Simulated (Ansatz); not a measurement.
# Si3N4: properties at the relaxed cell, part 2 of 2

Aim: for Si3N4, relax it again with other functionals.

Ansatz 0.2.0; DFT PBE, scalar-relativistic, plane waves, PAW. Earlier steps stand in the parts before. Steps at another level of theory say so in their titles or inputs.

**4. Can this result be trusted?**

The program finished normally. That alone doesn't make the input a sound one.

The suspect setting: total_charge is 1. The net charge is not the one intended, so the run treats another number of electrons.

To undo it: delete total_charge (the default then holds).

| run | ending | energy change | pressure (GPa) | gap (eV) | force (eV/Å) | cycles | time |
| --- | --- | --- | --- | --- | --- | --- | --- |
| step 2 | converged | - | 0.0 | 3.29 | 0.00 | - | 29 s |
| altered | converged | not comparable | 7.8 | 0.00 | 0.07 | 6 | 3.7 s |

Total energies don't compare across a change of charge; the pressure goes from 0.0 to 7.8 GPa, the Fermi level moves into a band, so no gap parts filled from empty levels (it was 3.29 eV) and the largest force goes from 0.00 to 0.07 eV/Å. A charged periodic cell is neutralised by a uniform background, so its energy and pressure also depend on the cell's size.

**5. The cell under PBE+D3(BJ)**

The input, input.yaml:

```yaml
crystal:
  lattice:
    - [0.0, 3.8946186242, 3.8946186242]
    - [3.8946186242, 0.0, 3.8946186242]
    - [3.8946186242, 3.8946186242, 0.0]
  atoms:
    - { symbol: Si, position: [0.125, 0.125, 0.625] }
    - { symbol: Si, position: [0.125, 0.625, 0.125] }
    - { symbol: Si, position: [0.625, 0.125, 0.125] }
    - { symbol: Si, position: [0.125, 0.125, 0.125] }
    - { symbol: Si, position: [0.75, 0.75, 0.75] }
    - { symbol: Si, position: [0.5, 0.5, 0.5] }
    - { symbol: "N", position: [0.3675422895, 0.3675422895, 0.3675422895] }
    - { symbol: "N", position: [0.3526268684, 0.8824577105, 0.8824577105] }
    - { symbol: "N", position: [0.8824577105, 0.8824577105, 0.3526268684] }
    - { symbol: "N", position: [0.8824577105, 0.3526268684, 0.8824577105] }
    - { symbol: "N", position: [0.3675422895, 0.3675422895, 0.8973731316] }
    - { symbol: "N", position: [0.3675422895, 0.8973731316, 0.3675422895] }
    - { symbol: "N", position: [0.8824577105, 0.8824577105, 0.8824577105] }
    - { symbol: "N", position: [0.8973731316, 0.3675422895, 0.3675422895] }
basis:
  ecutwfc: 420
kpoints:
  mp_grid: { grid: [6, 6, 6] }
hamiltonian:
  xc: pbe
  dispersion: d3bj
scf:
  occupations: { method: gaussian, width: 0.02 }
output:
  forces: true
  stress: true
  eigenvalues: true
  write_density: true
  write_potential: true
  elf: true
  volumetric_format: npy
relax:
  adjacent_minimum: "off"
  f_tol: 0.005
  max_steps: 50
  cell: { stress_tol: 0.05 }
```

The run is started by

```bash
ansatz run input.yaml --threads 4 --pin off --max-ram 10240MiB --backend cpu --events-out ev --progress --plain --runs-dir out
```

Log:

```text
Warning: RAYON_NUM_THREADS=4 ignored (pool sized by the plan → 4); use --threads N
Engine: ansatz 0.2.0, x86_64-unknown-linux-gnu
Pseudopotentials: kind: paw
Pseudopotential: Si, paw, valence charge 4, recommended cutoff 420 eV (normal), Si.paw.azcp
Pseudopotential: N, paw, valence charge 5, recommended cutoff 420 eV (normal), N.paw.azcp
Functional definition: PBE
  parameter kappa = 0.804
  parameter beta = 0.06672455060314922
  exchange = pbe_x(kappa = kappa, mu = beta*pi^2/3)
  correlation = pbe_c(beta = beta)
Crystal: 14 atoms, lattice volume = 118.148 Å³
Basis set: ecut = 420 eV, 2277 PW (Γ), exchange–correlation on 80×80×80 points (8 copies of the dense FFT grid, shifted against one another)
Bands: 46, of which v1, the nominal top of the filled ones, is band 32 counted from 1 (31 counted from 0)
Symmetry: 48 space group operations
Space group: Fd-3m (ITA 227), of the structure as read, at distance tolerance 4.9e-5 Å
k-points: 16 of 216
Non-local potential: Si, projectors of the file, l = 0: 2, l = 1: 2, l = 2: 2
Non-local potential: N, projectors of the file, l = 0: 2, l = 1: 2, l = 2: 1
PAW form: soft (Blöchl's): semilocal exchange-correlation on the pseudo side does not see the compensation charge
PAW one-centre angular grid: Si, 110 points (default); XC on 64 Gauss nodes
PAW one-centre angular grid: N, 110 points (default); XC on 64 Gauss nodes
Initial density: superposition of atomic densities (neutral atoms: chi_scale 0, normalization atom), corrected by the library's trained network
Initial wavefunctions: pseudopotential atomic-orbital guess
Functional: x = pbe(κ = 0.804, μ = 0.2195149727645171), c = pbe(β = 0.06672455060314922)
SCF iter   1: F=—  HF=-6904.251626 eV  |F-HF|=—  |Δ(HF+E_count)|=         —  Δρ=4.04e-3  dr2=3.38e-2  ethr=1.77e-3  ⟨swp⟩=10.2  Hψ=4106  notcnv=0  defer=13
preconditioner: auto → Resta (q_TF=auto, 2.463 Å⁻¹)  ε∞=4.4  [insulator: Δε(μ)=3.336 eV  Ē_g=14.861 eV  σ=0.020 eV  W_gap=1.00  n_scr=26 (ndim 8)  ℏωp=27.3 eV  f_vac=0.000  D(μ)=0.00/eV (n_scr^D=0)  ε∞_Penn≈4.4]
SCF iter   2: F=—  HF=-6904.239431 eV  |F-HF|=—  |Δ(HF+E_count)|=   1.22e-2  Δρ=1.67e-3  dr2=5.37e-3  ethr=5.28e-5  ⟨swp⟩=3.1  Hψ=1279  notcnv=0  defer=130
SCF iter   3: F=—  HF=-6904.238898 eV  |F-HF|=—  |Δ(HF+E_count)|=   5.32e-4  Δρ=4.53e-4  dr2=1.40e-4  ethr=8.39e-6  ⟨swp⟩=2.2  Hψ=1061  notcnv=0  defer=130
SCF iter   4: F=—  HF=-6904.238962 eV  |F-HF|=—  |Δ(HF+E_count)|=   6.37e-5  Δρ=1.56e-4  dr2=1.74e-5  ethr=2.19e-7  ⟨swp⟩=2.8  Hψ=1153  notcnv=0  defer=130
SCF iter   5: F=—  HF=-6904.238894 eV  |F-HF|=—  |Δ(HF+E_count)|=   6.81e-5  Δρ=1.85e-5  dr2=2.90e-7  ethr=2.72e-8  ⟨swp⟩=2.4  Hψ=1114  notcnv=0  defer=130
SCF iter   6: F=-6904.238894 eV  HF=-6904.238894 eV  |F-HF|=2.73e-11  |Δ(HF+E_count)|=   2.60e-7  Δρ=4.18e-6  dr2=1.85e-8  ethr=1.56e-10  ⟨swp⟩=16.8  Hψ=5760  notcnv=0
SCF 1 converged in 6 iterations: F = -6904.238894 eV  dr2 = 1.85e-8
relax step   1: F+E_penalty+E_count = -6904.23889410 eV  Δ(F+E_penalty+E_count) = +0.000e0 eV  max|allowed force component| = 3.228e-3 eV/Å  Δτ_max = 0.0000 Å  P = -6.090 GPa  Ω = 118.148 Å³  (6 SCF iters, dr2 threshold 1.00e-7 eV, accepted)
Crystal: 14 atoms, lattice volume = 117.000 Å³
Initial density: handed on by an earlier stage of this run
Initial wavefunctions: those handed on with the density
iter 1 solved again at ethr=1.23e-5 eV; its pass at ethr=3.10e-3 eV (dr2=7.89e-3 eV) is discarded
SCF iter   1: F=—  HF=-6904.279396 eV  |F-HF|=—  |Δ(HF+E_count)|=         —  Δρ=2.62e-3  dr2=7.84e-3  ethr=1.23e-5  ⟨swp⟩=2.8  Hψ=2622  notcnv=0
preconditioner: auto → Resta (q_TF=auto, 2.467 Å⁻¹)  ε∞=4.4  [insulator: Δε(μ)=3.409 eV  Ē_g=14.985 eV  σ=0.020 eV  W_gap=1.00  n_scr=26 (ndim 8)  ℏωp=27.5 eV  f_vac=0.000  D(μ)=0.00/eV (n_scr^D=0)  ε∞_Penn≈4.4]
SCF iter   2: F=—  HF=-6904.277059 eV  |F-HF|=—  |Δ(HF+E_count)|=   2.34e-3  Δρ=6.72e-4  dr2=5.02e-4  ethr=1.23e-5  ⟨swp⟩=2.2  Hψ=1242  notcnv=0  defer=1
SCF iter   3: F=—  HF=-6904.276891 eV  |F-HF|=—  |Δ(HF+E_count)|=   1.68e-4  Δρ=3.26e-4  dr2=1.01e-4  ethr=7.84e-7  ⟨swp⟩=2.1  Hψ=1132  notcnv=0  defer=1
SCF iter   4: F=-6904.276896 eV  HF=-6904.276895 eV  |F-HF|=7.51e-7  |Δ(HF+E_count)|=   4.34e-6  Δρ=3.51e-5  dr2=1.06e-6  ethr=2.19e-9  ⟨swp⟩=11.5  Hψ=6175  notcnv=0
SCF 2 converged in 4 iterations: F = -6904.276896 eV  dr2 = 1.06e-6
relax step   2: F+E_penalty+E_count = -6904.27689617 eV  Δ(F+E_penalty+E_count) = -3.800e-2 eV  max|allowed force component| = 4.727e-3 eV/Å  Δτ_max = 0.0007 Å  P = -3.223 GPa  Ω = 117.000 Å³  energy of the carried Pulay correction = +4.523e-3 eV  (4 SCF iters, dr2 threshold 1.40e-6 eV, accepted)
Crystal: 14 atoms, lattice volume = 115.733 Å³
Basis set: ecut = 420 eV, 2229 PW (Γ), exchange–correlation on 80×80×80 points (8 copies of the dense FFT grid, shifted against one another)
iter 1 solved again at ethr=1.54e-5 eV; its pass at ethr=3.10e-3 eV (dr2=9.84e-3 eV) is discarded
SCF iter   1: F=—  HF=-6904.297574 eV  |F-HF|=—  |Δ(HF+E_count)|=         —  Δρ=2.96e-3  dr2=9.82e-3  ethr=1.54e-5  ⟨swp⟩=3.2  Hψ=2622  notcnv=0
preconditioner: auto → Resta (q_TF=auto, 2.472 Å⁻¹)  ε∞=4.3  [insulator: Δε(μ)=3.455 eV  Ē_g=15.107 eV  σ=0.020 eV  W_gap=1.00  n_scr=26 (ndim 8)  ℏωp=27.6 eV  f_vac=0.000  D(μ)=0.00/eV (n_scr^D=0)  ε∞_Penn≈4.3]
SCF iter   2: F=—  HF=-6904.294658 eV  |F-HF|=—  |Δ(HF+E_count)|=   2.92e-3  Δρ=7.68e-4  dr2=6.50e-4  ethr=1.53e-5  ⟨swp⟩=2.1  Hψ=1289  notcnv=0
SCF iter   3: F=—  HF=-6904.294466 eV  |F-HF|=—  |Δ(HF+E_count)|=   1.92e-4  Δρ=3.70e-4  dr2=1.30e-4  ethr=1.02e-6  ⟨swp⟩=2.0  Hψ=1172  notcnv=0
SCF iter   4: F=-6904.294476 eV  HF=-6904.294475 eV  |F-HF|=9.88e-7  |Δ(HF+E_count)|=   8.57e-6  Δρ=3.96e-5  dr2=1.27e-6  ethr=2.19e-9  ⟨swp⟩=11.3  Hψ=6201  notcnv=0
SCF 3 converged in 4 iterations: F = -6904.294476 eV  dr2 = 1.27e-6
relax step   3: F+E_penalty+E_count = -6904.29447591 eV  Δ(F+E_penalty+E_count) = -1.758e-2 eV  max|allowed force component| = 6.426e-4 eV/Å  Δτ_max = 0.0010 Å  P = +0.098 GPa  Ω = 115.733 Å³  energy of the carried Pulay correction = +9.572e-3 eV  (4 SCF iters, dr2 threshold 1.40e-6 eV, accepted)
[... 8 lines left out ...]
relax step   4: F+E_penalty+E_count = -6904.29433780 eV  Δ(F+E_penalty+E_count) = +1.381e-4 eV  max|allowed force component| = 1.510e-4 eV/Å  Δτ_max = 0.0000 Å  P = -0.004 GPa  Ω = 115.770 Å³  energy of the carried Pulay correction = +9.423e-3 eV  (4 SCF iters, dr2 threshold 2.40e-8 eV, accepted)
[... 9 lines left out ...]
relax step   5: F+E_penalty+E_count = -6904.28555898 eV  Δ(F+E_penalty+E_count) = +8.779e-3 eV  max|allowed force component| = 3.462e-4 eV/Å  Δτ_max = 0.0000 Å  P = -0.133 GPa  Ω = 115.770 Å³  stress off target by 1.33e-1 GPa  SCF on the basis re-selected at this cell (its energy is not comparable with the rows above)  (5 SCF iters)
[... 9 lines left out ...]
relax step   6: F+E_penalty+E_count = -6904.28577423 eV  Δ(F+E_penalty+E_count) = -2.152e-4 eV  max|allowed force component| = 1.619e-4 eV/Å  Δτ_max = 0.0000 Å  P = -0.004 GPa  Ω = 115.722 Å³  energy of the carried Pulay correction = +1.944e-4 eV  (4 SCF iters, dr2 threshold 4.43e-8 eV, accepted)
iter 1 solved again at ethr=1.80e-7 eV; its pass at ethr=3.10e-3 eV (dr2=1.15e-4 eV) is discarded
SCF iter   1: F=—  HF=-6904.285762 eV  |F-HF|=—  |Δ(HF+E_count)|=         —  Δρ=2.38e-6  dr2=2.75e-9  ethr=1.80e-7  ⟨swp⟩=4.8  Hψ=6509  notcnv=0
eigensolver tolerance schedule: the retry pair's looser diagonalisation over-reported the residual by 41852.68 of it (diagonalisation noise at an unbounded share of the residual, at the tolerance the schedule requests for it); recorded, not acted on — ethr = c·dr2/N_el stays at c = 1.0e-1
preconditioner: auto → Resta (q_TF=auto, 2.472 Å⁻¹)  ε∞=4.3  [insulator: Δε(μ)=3.424 eV  Ē_g=15.094 eV  σ=0.020 eV  W_gap=1.00  n_scr=26 (ndim 8)  ℏωp=27.6 eV  f_vac=0.000  D(μ)=0.00/eV (n_scr^D=0)  ε∞_Penn≈4.3]
SCF iter   2: F=—  HF=-6904.285676 eV  |F-HF|=—  |Δ(HF+E_count)|=   8.52e-5  Δρ=1.52e-6  dr2=1.74e-9  ethr=4.30e-12  ⟨swp⟩=3.6  Hψ=1756  notcnv=0
SCF iter   3: F=—  HF=-6904.285676 eV  |F-HF|=—  |Δ(HF+E_count)|=  5.59e-10  Δρ=8.20e-7  dr2=5.92e-10  ethr=2.71e-12  ⟨swp⟩=2.0  Hψ=1068  notcnv=0
SCF iter   4: F=-6904.285676 eV  HF=-6904.285676 eV  |F-HF|=0.00e0  |Δ(HF+E_count)|=  3.69e-10  Δρ=1.95e-7  dr2=3.60e-11  ethr=1.00e-12  ⟨swp⟩=6.8  Hψ=3945  notcnv=0
SCF 7 converged in 4 iterations: F = -6904.285676 eV  dr2 = 3.60e-11
relax step   7: F+E_penalty+E_count = -6904.28567641 eV  Δ(F+E_penalty+E_count) = +9.782e-5 eV  max|allowed force component| = 1.618e-4 eV/Å  Δτ_max = 0.0000 Å  P = -0.005 GPa  Ω = 115.722 Å³  stress off target by 5.47e-3 GPa  SCF on the basis re-selected at this cell (its energy is not comparable with the rows above)  (4 SCF iters)
basis re-selected at this cell: Δ(F+E_penalty+E_count) = +9.782e-5 eV, ΔP = -0.001 GPa vs the last step (what re-selecting the basis moved, of the pressure what is left beyond the Pulay correction that the steps carried, after the strain that the cell walked since its last selection, with what the two solves' SCF thresholds leave and, on support functions, any second-order correction that the steps lacked; it is no measure of the basis error at this ecutwfc). This SCF's stress stands 5.47e-3 GPa from its target on what of the cell is left free (relax.cell.stress_tol is 5.00e-2 GPa) and its largest allowed force component is 1.62e-4 eV/Å (relax.f_tol is 5.00e-3 eV/Å): within both
SCF converged after 4 iterations
Free energy (F): -6904.285676 eV
Harris-Foulkes:  -6904.285676 eV  (|F-HF|=0.00e0)
Internal energy: -6904.285676 eV  (E = F + TS)
E sigma→0 (E₀):  -6904.285676 eV
Fermi energy:    12.996126 eV
--- Per-component energies (eV) ---
  E_band       = 286.027971
  E_kinetic    = 1369.053694
  E_local      = -1466.206918  (includes V_loc(G=0)·N_el)
  E_nonlocal   = 503.355156
  E_hartree    = 487.584258
  E_xc         = -833.931064
  E_vxc        = -922.463817  (∫ρ·V_xc dr)
  E_paw        = -4099.094327  (= ΣΔE_a)
  E_vpaw       = -172.879616  (= ΣTr[D̂ρ^β])
  E_aug_tail   = 0.000872  (compensation charges beyond the density's cutoff)
  E_ewald      = -2860.514826
  E_disp       = -4.532521  (pairwise vdW)
  E_smearing   = -0.000000  (= −TS)
  E_closure    = 0.000000  (closes the sum)
  Σ components = -6904.285676   (vs F -6904.285676, Δ=0.00e0)
--- Forces (eV/Å), atoms counted from 1 ---
  atom   1  Si    -0.00000000     0.00000000    -0.00000000
  atom   2  Si    -0.00000000    -0.00000000     0.00000000
  atom   3  Si    -0.00000000     0.00000000    -0.00000000
  atom   4  Si     0.00000000    -0.00000000    -0.00000000
  atom   5  Si    -0.00000000    -0.00000000    -0.00000000
  atom   6  Si     0.00000000     0.00000000     0.00000000
  atom   7  N      0.00016179     0.00016179     0.00016179
  atom   8  N     -0.00016179     0.00016179     0.00016179
  atom   9  N      0.00016179     0.00016179    -0.00016179
  atom  10  N      0.00016179    -0.00016179     0.00016179
  atom  11  N     -0.00016179    -0.00016179     0.00016179
  atom  12  N     -0.00016179     0.00016179    -0.00016179
  atom  13  N     -0.00016179    -0.00016179    -0.00016179
  atom  14  N      0.00016179    -0.00016179    -0.00016179
  max |Σ_I F_I| component: 9.68e-17 eV/Å
--- Stress (GPa, compression-positive) ---
       -0.005469      -0.000000      -0.000000
       -0.000000      -0.005469      -0.000000
       -0.000000      -0.000000      -0.005469
  P = ⅓ Tr σ = -0.0055 GPa (-0.055 kbar)
--- Band table (eV; the first three rows and the last of 16) ---
  k-point 0: bands = ["-7.6758", "-4.3243", "-3.3923", "-3.3923", "-3.3923", "-2.4004", "-2.4004", "-2.4004", "0.7013", "1.7426", "2.2981", "2.2981", "2.2981", "3.9674", "3.9674", "7.0564", "7.0564", "7.0564", "8.9180", "8.9180", "8.9180", "9.3798", "9.3798", "9.3798", "10.4795", "10.4795", "11.1101", "11.1101", "11.1101", "11.2495", "11.2495", "11.2495", "14.7082", "14.7082", "14.7082", "16.3038", "17.5033", "18.3080", "18.7687", "18.7687", "19.2141", "19.2141", "19.2141", "21.0036", "21.0036", "21.0036"]
  k-point 1: bands = ["-7.5256", "-4.5078", "-3.7220", "-3.3652", "-3.3652", "-2.5156", "-2.5082", "-2.5082", "1.0745", "2.0518", "2.5032", "2.5032", "2.8980", "4.2315", "4.2315", "6.5622", "6.9849", "6.9849", "8.5168", "8.5168", "8.8209", "9.0036", "9.2815", "9.2815", "10.2190", "10.2190", "10.5124", "10.8747", "10.8747", "10.9688", "11.2039", "11.2039", "15.1055", "15.2154", "15.2154", "16.8108", "17.8844", "18.7581", "19.2279", "19.2279", "19.5100", "19.6441", "19.6441", "20.5183", "21.2583", "21.2583"]
  k-point 2: bands = ["-7.0985", "-5.2573", "-3.8935", "-3.2754", "-3.2754", "-2.8049", "-2.7511", "-2.7511", "1.8201", "2.7518", "3.0636", "3.0636", "4.2876", "4.6608", "4.6608", "5.7655", "6.7585", "6.7585", "7.5607", "8.1363", "8.1363", "8.7897", "8.7897", "8.8719", "9.2189", "9.5091", "9.5091", "10.6454", "10.7528", "10.7528", "11.0625", "11.0625", "15.8258", "16.2605", "16.2605", "17.9538", "18.1670", "19.1010", "19.1010", "19.4203", "20.1903", "20.5754", "20.8050", "20.8050", "21.5202", "21.5202"]
  k-point 15: bands = ["-5.9371", "-5.9371", "-4.6187", "-4.6187", "-3.1032", "-3.1032", "-2.3735", "-2.3735", "3.4331", "3.4331", "4.1427", "4.1427", "5.0747", "5.0747", "5.7358", "5.7358", "6.0182", "6.0182", "6.9036", "6.9036", "7.5468", "7.5468", "7.8647", "7.8647", "9.1642", "9.1642", "9.5193", "9.5193", "10.0603", "10.0603", "10.6553", "10.6553", "18.0366", "18.0366", "18.4494", "18.4494", "19.3722", "19.3722", "20.2479", "20.2479", "21.0928", "21.0928", "21.2009", "21.2009", "22.2063", "22.2063"]
--- Relaxed structure (5 steps of the walk, 5 accepted, 2 SCFs on fresh bases) ---
  F+E_penalty+E_count = -6904.28567641 eV   max|allowed force component| = 1.618e-4 eV/Å   (the final SCF, on the basis selected at the relaxed cell)
  cell:  # Å, volume = 115.7217 Å³
    - [-3.511024392166629e-34, 3.8677784071101278, 3.8677784071101278]
    - [3.8677784071101278, 6.807093175945964e-34, 3.8677784071101278]
    - [3.8677784071101278, 3.8677784071101278, 3.184607520559745e-34]
  atoms:
    - { symbol: Si, position: [0.125, 0.125, 0.625] }
    - { symbol: Si, position: [0.125, 0.625, 0.125] }
    - { symbol: Si, position: [0.625, 0.125, 0.125] }
    - { symbol: Si, position: [0.125, 0.125, 0.125] }
    - { symbol: Si, position: [0.75, 0.75, 0.75] }
    - { symbol: Si, position: [0.5, 0.5, 0.5] }
    - { symbol: N, position: [0.3676671593705638, 0.3676671593705638, 0.3676671593705638] }
    - { symbol: N, position: [0.35300147811169114, 0.8823328406294363, 0.8823328406294363] }
    - { symbol: N, position: [0.8823328406294363, 0.8823328406294363, 0.35300147811169114] }
    - { symbol: N, position: [0.8823328406294363, 0.35300147811169114, 0.8823328406294363] }
    - { symbol: N, position: [0.3676671593705638, 0.3676671593705638, 0.8969985218883088] }
    - { symbol: N, position: [0.3676671593705638, 0.8969985218883088, 0.3676671593705637] }
    - { symbol: N, position: [0.8823328406294363, 0.8823328406294363, 0.8823328406294363] }
    - { symbol: N, position: [0.8969985218883088, 0.3676671593705638, 0.3676671593705637] }
```

Run time: 27 s. Hardware: 4 threads of Intel Xeon at 2.50GHz (Skylake/Cascade Lake), shared host; peak memory 0.53 GiB.

Relaxation path:

```
step  E - E(step 1) (eV/cell)  largest force component (eV/Å)  pressure (GPa)  volume (Å³)
   1                   0.0000                          0.0032           -6.09       118.15
   2                  -0.0380                          0.0047           -3.22       117.00
   3                  -0.0556                          0.0006            0.10       115.73
   4                  -0.0554                          0.0002            0.00       115.77
   5                  -0.0467                          0.0003           -0.13       115.77
   6                  -0.0469                          0.0002            0.00       115.72
   7                  -0.0468                          0.0002           -0.01       115.72
```

Step 1 is the start. Steps 5, 7 each repeat the geometry before them on a plane-wave basis chosen anew, so the energy can jump there without any move.

|  | before | after | change |
| --- | --- | --- | --- |
| a (Å) | 5.508 | 5.470 | -0.7 % |
| b (Å) | 5.508 | 5.470 | -0.7 % |
| c (Å) | 5.508 | 5.470 | -0.7 % |
| volume (Å³/atom) | 8.44 | 8.27 | -2.1 % |
| shortest distance (Å) | 1.787 | 1.773 | -0.8 % |
| space group (0.01 Å) | Fd-3m | Fd-3m | same |

The run keeps the 48 symmetry operations of the start, so it could not have lowered the symmetry.

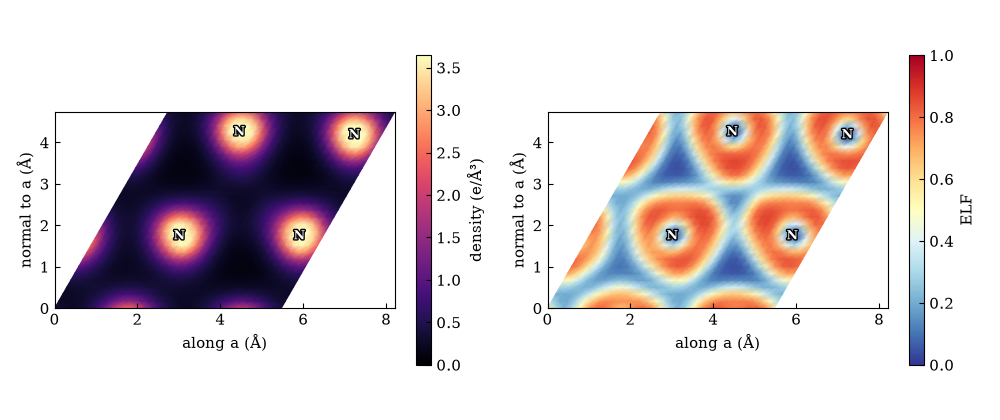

Density (left) and ELF (right) in a lattice plane of the grid's cell (edges 5.47 and 5.47 Å, at 0.353 of the third edge), which holds N. Only atoms in the plane are labelled. Both are smooth fields of the valence electrons: close to the nuclei they are not physical.

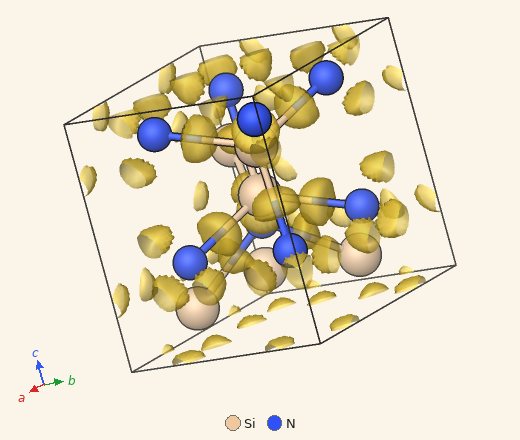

Surface of ELF = 0.85, drawn in one cell.

Outside the cores ELF peaks at 0.91 on the N–Si line, 0.8 Å from N.

**6. Relaxed cells side by side**

Lengths are those of the vectors of the cell that was run.

| functional | a (Å) | b (Å) | c (Å) | volume (Å³/atom) | against the listed cell | gap on the mesh (eV) |
| --- | --- | --- | --- | --- | --- | --- |
| PBE | 5.508 | 5.508 | 5.508 | 8.44 | +0.1 % | 3.34 |
| PBEsol | 5.476 | 5.476 | 5.476 | 8.29 | -1.7 % | 3.29 |
| PBE+D3(BJ) | 5.470 | 5.470 | 5.470 | 8.27 | -2.0 % | 3.42 |

**7. Outcome**

The summary covers parts 1 to 2.

| quantity | value |
| --- | --- |
| step 3, run with total_charge 1 (against step 2) | converged, 6 SCF cycles; not a sound result |

What this shows: The volumes rise in the order PBE+D3(BJ), PBEsol, PBE, over 2.1 %. A measured lattice constant a of Si3N4 is 7.7381 Å (powder; quoted in “Elastic and structural instability of cubic Sn3N4 and C3N4 under pressure”, 2010, arxiv:1003.2387); the calculated 7.744 Å misses it by +0.1 %. 2 values of this kind are on record (7.7373 to 7.7381 Å); this one was drawn at random, those with a stated uncertainty first. That is the cell relaxed with PBEsol. The calculation is for a static lattice.
